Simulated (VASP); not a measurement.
Band structure of CeO$_{2}$ (fluorite). Level of theory: r2SCAN meta-GGA, VASP's PBE PAW potentials (set 64) (plane waves; VASP 6.6.1).

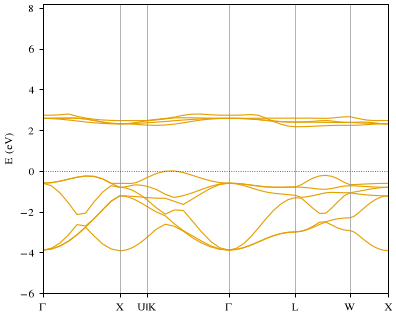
Fig. 1. Bands along high-symmetry lines, zero at the valence-band maximum or, without a gap, the Fermi level

Problem. Read the plot: is there a gap, and where are the band edges?

Solution. The gap is indirect, 2.17 eV, from the valence maximum at (-0.25, 0.25, 0.00) to the conduction minimum at L.

The compound is CeO2 in the fluorite structure. It was relaxed first. The run is not spin-polarised, so no magnetic state was tried.
